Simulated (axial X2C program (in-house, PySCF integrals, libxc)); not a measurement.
# OCuO²⁺: bond lengths and stretches, held linear

Aim: the two bond lengths and stretching wavenumbers of linear OCuO²⁺, with and without spin–orbit coupling, at PBE0, HF, PBE, MP2.

Computed with an in-house X2C program for linear molecules on PySCF integrals. Level: all-electron X2C, two-component (2c) or spin-free, O dyall-av3z, Cu dyall-v3z.

All values are calculated.

2 further runs of the same task are left out: 2 set aside as unsound or not needed.

## 1. Set-up

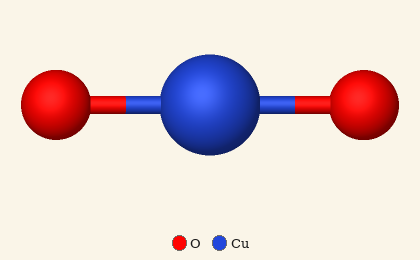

The atoms on one line, bonds 1.720 and 1.720 Å (oxygen red, copper blue).

Contents of task.json:

```json
{"zs": [8, 29, 8], "q": 2, "bas": ["dyall-av3z", "dyall-v3z", "dyall-av3z"], "r0": [1.72, 1.72], "symm": 1, "scan": ["PBE0", "HF", "PBE"], "levels": ["PBE0", "HF", "TPSSh"], "nst": 2}
```

Keys: zs atomic numbers; q charge; bas basis sets; r0 starting distance in Å; symm equal bonds; scan levels of the two-bond scan (MP2 follows by itself at each HF point); levels methods; nst determinants followed.

Launch:

```sh
> python solin.py task.json out
```

Masses O 15.995, Cu 62.930, O 15.995 u.

## 2. Scan at PBE0, 2c

State: Ω = 5/2 (beyond evenly filled blocks: ω = -1/2, 2 × ω = 3/2). Energies above the lowest point, from the job's result record:

```csv
r(O–Cu) (Å),r(Cu–O) (Å),E (meV)
1.9149,1.9149,18.16
1.9149,1.9640,8.66
1.9149,2.0131,16.52
1.9640,1.9149,8.66
1.9640,1.9640,0.00
1.9640,2.0131,8.44
1.9640,2.0622,30.33
2.0131,1.9149,16.52
2.0131,1.9640,8.44
2.0131,2.0131,17.24
2.0622,1.9640,30.33
2.0622,2.0622,61.40
```

A quadratic surface with cubic terms in each bond gives the minimum at 1.963 and 1.963 Å, force constants 1.13, 1.13 and coupling 0.02 mdyn/Å.

## 3. Scan at HF, 2c

State: Ω = 5/2 (beyond evenly filled blocks: ω = -1/2, 2 × ω = 3/2). Energies above the lowest point, from the job's result record:

```csv
r(O–Cu) (Å),r(Cu–O) (Å),E (meV)
1.9149,1.9149,147.16
1.9149,1.9640,97.84
1.9149,2.0131,75.10
1.9640,1.9149,97.84
1.9640,1.9640,48.61
1.9640,2.0131,25.94
1.9640,2.0622,24.21
2.0131,1.9149,75.10
2.0131,1.9640,25.94
2.0131,2.0131,3.32
2.0622,1.9640,24.21
2.0622,2.0622,0.00
```

A quadratic surface with cubic terms in each bond gives the minimum at 2.042 and 2.042 Å, force constants 1.18, 1.18 and coupling 0.00 mdyn/Å.

## 4. Scan at PBE, 2c

State: Ω = 5/2 (beyond evenly filled blocks: ω = -1/2, 2 × ω = 3/2). Energies above the lowest point, from the job's result record:

```csv
r(O–Cu) (Å),r(Cu–O) (Å),E (meV)
1.9149,1.9149,0.00
1.9149,1.9640,1.91
1.9149,2.0131,13.25
1.9640,1.9149,1.91
1.9640,1.9640,8.54
1.9640,2.0131,23.89
1.9640,2.0622,45.38
2.0131,1.9149,13.25
2.0131,1.9640,23.89
2.0131,2.0131,42.69
2.0622,1.9640,45.38
2.0622,2.0622,94.07
```

A quadratic surface with cubic terms in each bond gives the minimum at 1.921 and 1.921 Å, force constants 0.694, 0.694 and coupling 0.23 mdyn/Å.

## 5. Comparison

| level | r(O–Cu) (Å) | r(Cu–O) (Å) | lower stretch (cm⁻¹) | upper stretch (cm⁻¹) |
| --- | --- | --- | --- | --- |
| PBE0, 2c | 1.963 | 1.963 | 350.6 | 421.2 |
| HF, 2c | 2.042 | 2.042 | 353.9 | 433.2 |
| PBE, 2c | 1.921 | 1.921 | 272.3 | 313.2 |
| MP2, 2c | 1.969 | 1.969 | 386.4 | 472.1 |
| PBE0, spin-free | 1.962 | 1.962 | 350.9 | 421.4 |
| HF, spin-free | 2.038 | 2.038 | 358.0 | 435.7 |
| PBE, spin-free | 1.921 | 1.921 | 272.6 | 313.4 |
| MP2, spin-free | 1.966 | 1.966 | 388.7 | 472.8 |

Scans not shown above were run alike.

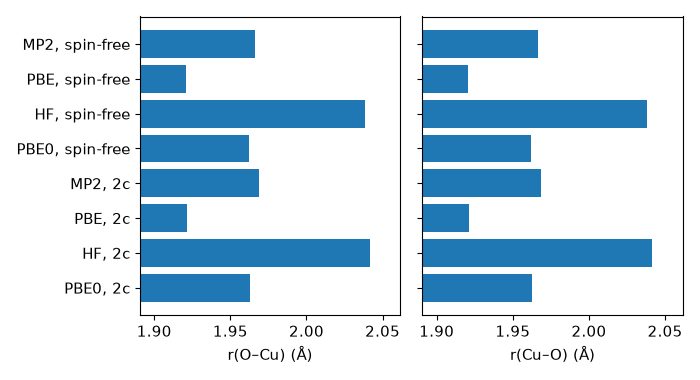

The two bond lengths by level.

In words: Over the levels the O–Cu bond spans 1.921 to 2.042 Å and the Cu–O bond 1.921 to 2.042 Å. At PBE0 spin–orbit coupling leaves both bonds unchanged to 0.001 Å. A spread of over 0.1 Å marks a weak, flat bond or a change of state between levels. Each state is one determinant, the lowest of a limited PBE0 search; the stretches come from a fit to few points and are good to some per cent at best. The lower stretch spreads by more than a fifth over the levels, so it depends strongly on the method. The upper stretch spreads by more than a fifth over the levels, so it depends strongly on the method. The stretches are sorted by size, and where the two bonds are alike the symmetric and antisymmetric modes can swap order between levels. MP2 freezes inner shells (threshold -2 hartree). A multiply charged ion may be only metastable. The molecule was held linear; bending was not examined, so a bent shape may lie lower. Note: several unpaired electrons, one determinant need not be a pure state.
